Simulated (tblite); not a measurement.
**C2H9ClOSi3: geometry relaxation**

- system: C2H9ClOSi3
- method: GFN2-xTB geometry optimisation, gas phase (tblite 0.8.0)

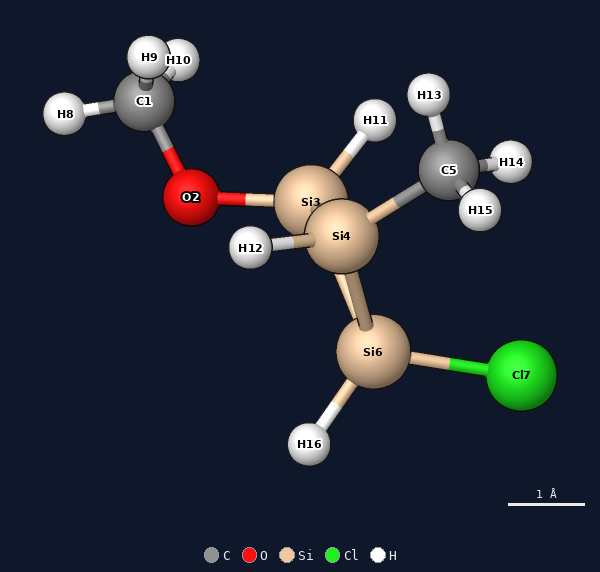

Fig. 1: The structure as given in the input (ball-and-stick view, seen at a tilt; atoms are numbered from 1 in the order of the input).

## Input
```
{"job": {"xc": "GFN2-xTB", "basis": "xTB", "kind": "relax"}, "charge": 0, "multiplicity": 1}
C      2.842500    -0.135500     1.081800
O      1.785300     0.820300     0.907200
Si     0.703600     0.595400    -0.300400
Si    -1.292100    -0.227600     0.414100
C     -2.062400    -1.414300    -0.721400
Si    -1.132400     1.888400    -0.282600
Cl    -2.007600     2.249200    -2.076800
H      3.452100     0.185100     1.938600
H      2.438900    -1.132300     1.303200
H      3.475400    -0.171000     0.202300
H      1.217700    -0.057600    -1.533200
H     -1.389000    -0.515200     1.886600
H     -1.675300    -2.424000    -0.575800
H     -1.892000    -1.154100    -1.782500
H     -3.148100    -1.457300    -0.578300
H     -1.324300     2.959500     0.751000
```

The first line tells a small driver script what to run in tblite; the rest is the geometry in Å.

Run as:
```bash
OMP_NUM_THREADS=1 python <driver script> task.json out
```

## Output
```
step      E/eV     max force
  0    -616.21174    2.519
  1    -616.43193    0.806
  2    -616.47596    0.522
  3    -616.51602    0.645
  4    -616.58254    0.769
  5    -616.64697    0.703
  6    -616.69712    0.583
  7    -616.73825    0.467
  8    -616.77269    0.514
  9    -616.79824    0.448
 10    -616.81887    0.291
 11    -616.83089    0.203
 12    -616.83707    0.209
 13    -616.84245    0.202
 14    -616.84884    0.187
 15    -616.85557    0.196
 16    -616.86149    0.176
 17    -616.86701    0.189
 18    -616.87341    0.222
 19    -616.88022    0.219
 20    -616.88490    0.186
 21    -616.88764    0.135
 22    -616.89014    0.144
 23    -616.89295    0.187
 24    -616.89607    0.190
 25    -616.89890    0.151
 26    -616.90149    0.161
 27    -616.90464    0.177
 28    -616.90935    0.250
 29    -616.91553    0.266
 30    -616.92161    0.213
 31    -616.92686    0.174
 32    -616.93196    0.219
 33    -616.93787    0.264
 34    -616.94457    0.299
 35    -616.95014    0.205
 36    -616.95388    0.166
 37    -616.95642    0.141
 38    -616.95864    0.161
 39    -616.96080    0.171
 40    -616.96295    0.145
 41    -616.96531    0.133
 42    -616.96790    0.141
 43    -616.97071    0.160
 44    -616.97375    0.135
 45    -616.97661    0.134
 46    -616.97875    0.126
 47    -616.98092    0.108
 48    -616.98241    0.091
 49    -616.98358    0.089
 50    -616.98459    0.095
 51    -616.98536    0.085
 52    -616.98594    0.064
 53    -616.98645    0.057
 54    -616.98708    0.069
 55    -616.98773    0.057
 56    -616.98831    0.046
 57    -616.98876    0.044
 58    -616.98909    0.041
 59    -616.98940    0.047
 60    -616.98973    0.045
 61    -616.99007    0.045
 62    -616.99035    0.035
 63    -616.99035    0.035
 64    -616.99043    0.030
 65    -616.99063    0.022
 66    -616.99068    0.019
 67    -616.99077    0.020
 68    -616.99083    0.022
 69    -616.99094    0.031
 70    -616.99106    0.031
 71    -616.99122    0.032
 72    -616.99136    0.036
 73    -616.99148    0.029
 74    -616.99157    0.025
 75    -616.99165    0.020
 76    -616.99172    0.023
 77    -616.99179    0.028
 78    -616.99186    0.025
 79    -616.99194    0.025
 80    -616.99202    0.019
 81    -616.99209    0.023
 82    -616.99215    0.024
 83    -616.99222    0.019
 84    -616.99229    0.018
 85    -616.99234    0.016
 86    -616.99239    0.016
 87    -616.99244    0.018
 88    -616.99250    0.025
 89    -616.99256    0.020
 90    -616.99261    0.013
 91    -616.99264    0.016
 92    -616.99268    0.018
 93    -616.99271    0.022
 94    -616.99275    0.018
 95    -616.99277    0.014
 96    -616.99280    0.015
 97    -616.99283    0.022
 98    -616.99287    0.025
 99    -616.99290    0.018
100    -616.99292    0.011
101    -616.99294    0.010
102    -616.99295    0.014
103    -616.99297    0.017
104    -616.99300    0.015
105    -616.99303    0.016
106    -616.99306    0.014
107    -616.99308    0.013
108    -616.99310    0.015
109    -616.99314    0.015
110    -616.99316    0.010
111    -616.99318    0.008
112    -616.99319    0.007
113    -616.99320    0.009
114    -616.99321    0.011
115    -616.99322    0.009
116    -616.99323    0.006
117    -616.99324    0.006
118    -616.99325    0.008
119    -616.99326    0.009
120    -616.99327    0.009
121    -616.99328    0.010
122    -616.99329    0.010
123    -616.99330    0.010
124    -616.99331    0.009
125    -616.99333    0.008
126    -616.99333    0.007
127    -616.99334    0.007
128    -616.99335    0.010
129    -616.99336    0.008
130    -616.99337    0.009
131    -616.99338    0.010
132    -616.99339    0.010
133    -616.99340    0.008
134    -616.99341    0.009
135    -616.99342    0.006
136    -616.99342    0.005
137    -616.99342    0.004
138    -616.99343    0.006
139    -616.99343    0.007
140    -616.99344    0.006
141    -616.99344    0.007
142    -616.99345    0.006
143    -616.99346    0.007
144    -616.99346    0.006
145    -616.99346    0.003
```

## Trajectory as extended XYZ (Å, eV, eV/Å), 12 frames, from step=0 to step=145
```
16
Properties=species:S:1:pos:R:3:forces:R:3 step=0 energy=-616.21174
C     2.8425   -0.1355    1.0818   -0.5310   0.6190   0.6420
O     1.7853    0.8203    0.9072    1.0370  -0.7190  -0.3320
Si    0.7036    0.5954   -0.3004    1.2340  -0.6690  -0.5250
Si   -1.2921   -0.2276    0.4141    0.3610  -0.4680   2.4490
C    -2.0624   -1.4143   -0.7214   -1.2340  -1.5270  -1.5290
Si   -1.1324    1.8884   -0.2826   -0.6190   2.2640   0.4440
Cl   -2.0076    2.2492   -2.0768   -0.0170   0.2580  -0.1100
H     3.4521    0.1851    1.9386   -0.2290   0.0230  -0.2150
H     2.4389   -1.1323    1.3032    0.0120   0.2720  -0.1710
H     3.4754   -0.1710    0.2023   -0.0200  -0.0430  -0.1470
H     1.2177   -0.0576   -1.5332    0.2590   0.3030   0.1750
H    -1.3890   -0.5152    1.8866   -0.2780  -0.0490  -0.4900
H    -1.6753   -2.4240   -0.5758   -0.1370   0.0510  -0.0810
H    -1.8920   -1.1541   -1.7825   -0.0520  -0.0600   0.6070
H    -3.1481   -1.4573   -0.5783    0.2180  -0.0970  -0.1100
H    -1.3243    2.9595    0.7510   -0.0030  -0.1580  -0.6090
16
Properties=species:S:1:pos:R:3:forces:R:3 step=13 energy=-616.84245
C     2.8734   -0.0985    1.0699    0.0080   0.0040   0.0690
O     1.9069    0.8353    0.7102   -0.0180   0.0710  -0.0170
Si    0.7369    0.5343   -0.4040   -0.0010   0.0220  -0.0320
Si   -1.2857   -0.3368    0.5309    0.0480  -0.1270  -0.1500
C    -2.1504   -1.5314   -0.6950   -0.0100   0.0610   0.0040
Si   -1.0954    1.9612   -0.1189    0.1000  -0.1020  -0.0310
Cl   -1.9498    2.4162   -1.9602   -0.0250  -0.0520   0.0010
H     3.4066    0.2669    1.9431    0.0400   0.1020   0.0980
H     2.4134   -1.0562    1.3143   -0.0320  -0.0870   0.0310
H     3.5909   -0.2539    0.2618    0.0050   0.0030  -0.0580
H     1.4783    0.0331   -1.5901   -0.0440  -0.0070  -0.0230
H    -1.6103   -0.7120    1.9279   -0.0400  -0.1170  -0.0720
H    -1.7919   -2.5589   -0.6406    0.0010   0.1390   0.0640
H    -1.9172   -1.1547   -1.6884   -0.1110  -0.1000  -0.0210
H    -3.2322   -1.5584   -0.5965    0.0570   0.0610   0.0580
H    -1.3811    3.2225    0.5694    0.0240   0.1280   0.0800
16
Properties=species:S:1:pos:R:3:forces:R:3 step=26 energy=-616.90149
C     2.8816   -0.0631    1.1079   -0.0370   0.0280  -0.0290
O     1.9252    0.8534    0.6738    0.0280   0.0580   0.0450
Si    0.7774    0.5891   -0.4720    0.0460  -0.1180   0.0990
Si   -1.2197   -0.3815    0.4641    0.0970  -0.0890   0.0020
C    -2.1934   -1.5255   -0.7131   -0.0560   0.0030  -0.0200
Si   -1.0532    1.9752   -0.0578   -0.0240  -0.0190   0.0390
Cl   -1.9657    2.3473   -1.9022   -0.0310   0.0090   0.0150
H     3.4035    0.3478    1.9752   -0.0830   0.0340  -0.0660
H     2.4084   -1.0086    1.3892    0.0240   0.0330   0.0030
H     3.6111   -0.2554    0.3155   -0.0150  -0.0300   0.0410
H     1.5042    0.0233   -1.6399    0.0260   0.0200  -0.0120
H    -1.6423   -0.9096    1.7943    0.0910   0.0670  -0.0180
H    -1.8637   -2.5574   -0.6227   -0.0230   0.0030  -0.0230
H    -2.0531   -1.2239   -1.7451   -0.0180   0.0270  -0.0080
H    -3.2559   -1.5009   -0.5005   -0.0700  -0.0030  -0.0260
H    -1.2721    3.2987    0.5673    0.0450  -0.0210  -0.0410
16
Properties=species:S:1:pos:R:3:forces:R:3 step=39 energy=-616.96080
C     2.8607    0.0334    1.1805   -0.0010   0.0020  -0.0130
O     1.9250    0.9114    0.6490   -0.0910   0.0210   0.0010
Si    0.8518    0.6356   -0.5573   -0.0480  -0.0490  -0.0400
Si   -1.0723   -0.5767    0.3171    0.1390   0.0960  -0.0290
C    -2.3323   -1.5295   -0.7659    0.0340   0.0150   0.0370
Si   -1.0212    1.8677    0.0213    0.0260  -0.0440  -0.0410
Cl   -2.0681    2.2305   -1.7627   -0.0280   0.0140  -0.0100
H     3.3690    0.5284    2.0073   -0.0070   0.0190   0.0320
H     2.3715   -0.8726    1.5459   -0.0090  -0.0140   0.0180
H     3.6020   -0.2469    0.4296    0.0230  -0.0330  -0.0340
H     1.6189   -0.0005   -1.6607    0.0440  -0.0180   0.0170
H    -1.3765   -1.0440    1.6965   -0.0270  -0.0350  -0.0090
H    -2.1192   -2.5948   -0.7497   -0.0200  -0.0350  -0.0110
H    -2.2881   -1.2051   -1.7999    0.0440   0.0690   0.0130
H    -3.3531   -1.3935   -0.4268   -0.0310   0.0330   0.0460
H    -0.9757    3.2657    0.5099   -0.0470  -0.0400   0.0220
16
Properties=species:S:1:pos:R:3:forces:R:3 step=52 energy=-616.98594
C     2.8181    0.0701    1.2018    0.0030   0.0210   0.0020
O     1.8654    0.9101    0.6375    0.0200  -0.0200  -0.0020
Si    0.8852    0.5994   -0.6406    0.0310  -0.0330   0.0110
Si   -0.9627   -0.6551    0.2655   -0.0130   0.0000   0.0630
C    -2.3439   -1.4846   -0.7609    0.0020   0.0050   0.0030
Si   -1.0068    1.7855   -0.0150   -0.0430   0.0080  -0.0280
Cl   -2.1520    2.2082   -1.7249    0.0190  -0.0170   0.0130
H     3.3200    0.6155    2.0012    0.0160  -0.0090   0.0110
H     2.3488   -0.8266    1.6191   -0.0280   0.0390  -0.0280
H     3.5609   -0.2390    0.4612   -0.0180   0.0040   0.0070
H     1.7512   -0.0597   -1.6549    0.0140  -0.0130  -0.0260
H    -1.2629   -1.1304    1.6457    0.0300  -0.0260  -0.0060
H    -2.2311   -2.5643   -0.8016    0.0230   0.0120  -0.0210
H    -2.3364   -1.1088   -1.7781   -0.0010  -0.0010  -0.0070
H    -3.3201   -1.2742   -0.3392   -0.0510   0.0160  -0.0030
H    -0.9415    3.1629    0.5172   -0.0050   0.0150   0.0120
16
Properties=species:S:1:pos:R:3:forces:R:3 step=65 energy=-616.99063
C     2.8112    0.0843    1.2027    0.0030  -0.0050   0.0050
O     1.8738    0.9238    0.6161   -0.0050   0.0050  -0.0090
Si    0.8919    0.5684   -0.6506   -0.0040  -0.0020  -0.0080
Si   -0.9657   -0.6564    0.2858    0.0040  -0.0080   0.0010
C    -2.3508   -1.4646   -0.7553   -0.0080   0.0060   0.0010
Si   -0.9932    1.7767   -0.0297    0.0050  -0.0090   0.0070
Cl   -2.1566    2.1900   -1.7235   -0.0020  -0.0040  -0.0070
H     3.3133    0.6298    2.0019   -0.0020   0.0070   0.0030
H     2.3211   -0.7991    1.6216    0.0000  -0.0050   0.0100
H     3.5563   -0.2439    0.4738    0.0100  -0.0090  -0.0020
H     1.7786   -0.0763   -1.6616   -0.0190  -0.0030  -0.0020
H    -1.2298   -1.1955    1.6494    0.0030  -0.0040   0.0040
H    -2.2373   -2.5433   -0.8151    0.0030   0.0080  -0.0050
H    -2.3390   -1.0746   -1.7676    0.0030   0.0100   0.0130
H    -3.3310   -1.2583   -0.3359    0.0180  -0.0050  -0.0110
H    -0.9503    3.1479    0.5221   -0.0080   0.0160   0.0000
16
Properties=species:S:1:pos:R:3:forces:R:3 step=79 energy=-616.99194
C     2.8125    0.0819    1.2055    0.0050   0.0050  -0.0060
O     1.8827    0.9189    0.6021    0.0050  -0.0080   0.0010
Si    0.8835    0.5642   -0.6502    0.0020   0.0010   0.0140
Si   -0.9618   -0.6589    0.2985    0.0160  -0.0030   0.0090
C    -2.3412   -1.4549   -0.7560   -0.0100   0.0010  -0.0060
Si   -0.9956    1.7780   -0.0204    0.0050   0.0130  -0.0010
Cl   -2.1550    2.1695   -1.7241   -0.0140  -0.0060  -0.0070
H     3.3106    0.6383    2.0003   -0.0060  -0.0090   0.0010
H     2.3180   -0.7956    1.6337    0.0010   0.0230  -0.0090
H     3.5629   -0.2569    0.4862   -0.0060  -0.0070   0.0010
H     1.7402   -0.0911   -1.6778    0.0110  -0.0040  -0.0030
H    -1.2226   -1.2089    1.6579   -0.0090  -0.0030   0.0060
H    -2.2261   -2.5316   -0.8379    0.0120  -0.0020   0.0020
H    -2.3278   -1.0446   -1.7596    0.0000   0.0130  -0.0060
H    -3.3218   -1.2588   -0.3354   -0.0140  -0.0010   0.0020
H    -0.9661    3.1595    0.5111    0.0030  -0.0140   0.0020
16
Properties=species:S:1:pos:R:3:forces:R:3 step=92 energy=-616.99268
C     2.8137    0.0836    1.2037    0.0030   0.0010  -0.0020
O     1.8956    0.9244    0.5883   -0.0070   0.0040   0.0070
Si    0.8830    0.5572   -0.6493    0.0010  -0.0080  -0.0040
Si   -0.9612   -0.6580    0.3162   -0.0110  -0.0130  -0.0050
C    -2.3356   -1.4423   -0.7557    0.0090  -0.0010  -0.0010
Si   -0.9964    1.7739   -0.0216    0.0010  -0.0050  -0.0050
Cl   -2.1698    2.1447   -1.7219    0.0010   0.0030   0.0100
H     3.3140    0.6403    1.9964   -0.0020   0.0040   0.0050
H     2.3062   -0.7832    1.6365   -0.0010   0.0000   0.0050
H     3.5636   -0.2710    0.4922    0.0000  -0.0050  -0.0120
H     1.7346   -0.1030   -1.6793    0.0010  -0.0010   0.0020
H    -1.2345   -1.2216    1.6685   -0.0020   0.0050   0.0000
H    -2.2077   -2.5159   -0.8598    0.0000   0.0020  -0.0030
H    -2.3220   -1.0101   -1.7504   -0.0040   0.0030   0.0030
H    -3.3204   -1.2656   -0.3352    0.0110   0.0000   0.0020
H    -0.9708    3.1556    0.5054   -0.0010   0.0110  -0.0030
16
Properties=species:S:1:pos:R:3:forces:R:3 step=105 energy=-616.99303
C     2.8110    0.0850    1.2025    0.0000   0.0030   0.0000
O     1.8901    0.9242    0.5889    0.0060  -0.0050  -0.0050
Si    0.8822    0.5499   -0.6516   -0.0070   0.0010   0.0140
Si   -0.9589   -0.6620    0.3234   -0.0050  -0.0040  -0.0030
C    -2.3290   -1.4390   -0.7580   -0.0040   0.0010  -0.0010
Si   -0.9934    1.7727   -0.0210   -0.0030   0.0030   0.0020
Cl   -2.1820    2.1379   -1.7121    0.0030   0.0010   0.0020
H     3.3186    0.6451    1.9884   -0.0040   0.0010  -0.0020
H     2.3035   -0.7775    1.6450    0.0100   0.0050  -0.0030
H     3.5549   -0.2761    0.4873   -0.0110  -0.0030   0.0020
H     1.7397   -0.1157   -1.6740    0.0010  -0.0010   0.0020
H    -1.2461   -1.2215    1.6753    0.0040   0.0020  -0.0090
H    -2.1968   -2.5100   -0.8817    0.0040   0.0070   0.0020
H    -2.3228   -0.9891   -1.7450    0.0010   0.0000   0.0040
H    -3.3125   -1.2743   -0.3298    0.0000  -0.0050  -0.0020
H    -0.9661    3.1594    0.4964    0.0060  -0.0060  -0.0050
16
Properties=species:S:1:pos:R:3:forces:R:3 step=118 energy=-616.99325
C     2.8102    0.0874    1.2025    0.0010   0.0020   0.0010
O     1.8863    0.9238    0.5902    0.0010   0.0050  -0.0020
Si    0.8778    0.5456   -0.6480    0.0030  -0.0030  -0.0070
Si   -0.9602   -0.6649    0.3272   -0.0010   0.0020   0.0000
C    -2.3274   -1.4363   -0.7609    0.0010  -0.0020   0.0020
Si   -0.9953    1.7718   -0.0191    0.0010  -0.0010  -0.0010
Cl   -2.1894    2.1359   -1.7059    0.0010   0.0020  -0.0010
H     3.3258    0.6531    1.9789    0.0030   0.0020   0.0040
H     2.3049   -0.7700    1.6563    0.0020  -0.0010   0.0040
H     3.5461   -0.2821    0.4837    0.0000  -0.0030  -0.0020
H     1.7358   -0.1279   -1.6653   -0.0030   0.0010   0.0010
H    -1.2500   -1.2243    1.6779   -0.0040  -0.0010  -0.0020
H    -2.1825   -2.5033   -0.9008   -0.0030  -0.0040  -0.0020
H    -2.3273   -0.9717   -1.7409    0.0000   0.0010   0.0000
H    -3.3118   -1.2893   -0.3288   -0.0020  -0.0020   0.0020
H    -0.9505    3.1612    0.4871   -0.0010   0.0040   0.0040
16
Properties=species:S:1:pos:R:3:forces:R:3 step=131 energy=-616.99338
C     2.8135    0.0915    1.2035   -0.0020   0.0000  -0.0020
O     1.8882    0.9240    0.5880    0.0020   0.0040   0.0000
Si    0.8765    0.5415   -0.6464    0.0030  -0.0010   0.0020
Si   -0.9648   -0.6661    0.3274   -0.0010   0.0000   0.0050
C    -2.3293   -1.4391   -0.7632   -0.0010   0.0020  -0.0010
Si   -0.9925    1.7733   -0.0185   -0.0040  -0.0030   0.0020
Cl   -2.1860    2.1433   -1.7045    0.0000   0.0010  -0.0020
H     3.3366    0.6635    1.9705   -0.0050  -0.0020  -0.0030
H     2.3073   -0.7590    1.6693    0.0070   0.0000   0.0070
H     3.5434   -0.2890    0.4841   -0.0020   0.0000  -0.0010
H     1.7317   -0.1360   -1.6623    0.0040  -0.0030  -0.0060
H    -1.2613   -1.2288    1.6754    0.0020   0.0020   0.0010
H    -2.1774   -2.5037   -0.9147    0.0020   0.0010   0.0000
H    -2.3358   -0.9644   -1.7382   -0.0020  -0.0010  -0.0040
H    -3.3136   -1.3044   -0.3265   -0.0010   0.0010   0.0010
H    -0.9439    3.1621    0.4899   -0.0020   0.0000   0.0030
16
Properties=species:S:1:pos:R:3:forces:R:3 step=145 energy=-616.99346
C     2.8160    0.0939    1.2043    0.0010  -0.0010   0.0000
O     1.8876    0.9218    0.5874    0.0010   0.0000   0.0000
Si    0.8765    0.5354   -0.6462    0.0000  -0.0010   0.0000
Si   -0.9695   -0.6649    0.3277    0.0000   0.0000  -0.0030
C    -2.3318   -1.4388   -0.7654    0.0010   0.0000   0.0000
Si   -0.9916    1.7709   -0.0199   -0.0020   0.0010   0.0010
Cl   -2.1822    2.1496   -1.7054   -0.0010   0.0000  -0.0030
H     3.3454    0.6730    1.9614    0.0010   0.0010  -0.0010
H     2.3129   -0.7508    1.6838   -0.0010   0.0000   0.0010
H     3.5398   -0.2954    0.4837    0.0000  -0.0010  -0.0010
H     1.7323   -0.1414   -1.6630    0.0000   0.0010   0.0020
H    -1.2655   -1.2270    1.6758    0.0000  -0.0010   0.0030
H    -2.1729   -2.5016   -0.9229   -0.0020   0.0010  -0.0010
H    -2.3427   -0.9591   -1.7380    0.0000  -0.0010   0.0010
H    -3.3163   -1.3130   -0.3267    0.0020   0.0010   0.0000
H    -0.9456    3.1564    0.4974    0.0000   0.0010   0.0010
```

## Results in brief

| quantity | value |
| --- | --- |
| outcome | converged |
| total energy | −616.9935 eV |
| hardware | 1 CPU thread, shared host |
| wall time | 1.2 s |
| peak memory | 1.2 GiB |
